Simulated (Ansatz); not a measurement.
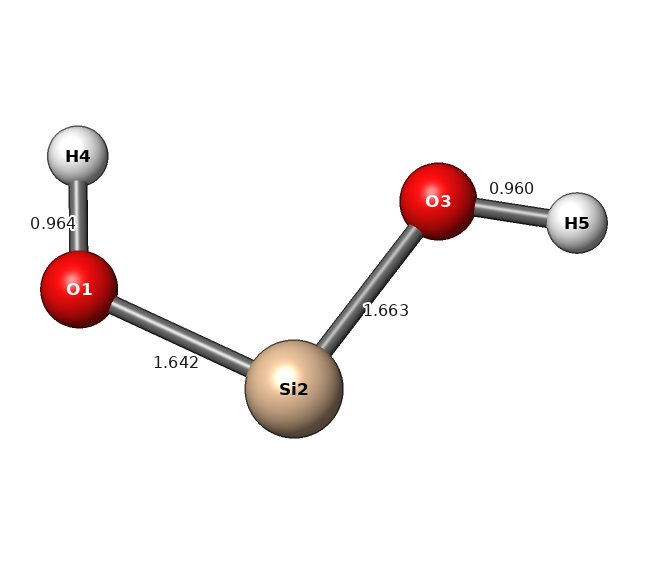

Bond lengths are marked in Å; every bond is drawn as one stick. The geometry was computed by an optimisation with PBE0-D4/def2-TZVP. No frequency run is at hand to confirm it as a minimum.

### Assign a bond order to each marked bond.

O1–Si2 single; O1–H4 single; Si2–O3 single; O3–H5 single.

### Write the SMILES.

O[Si]O
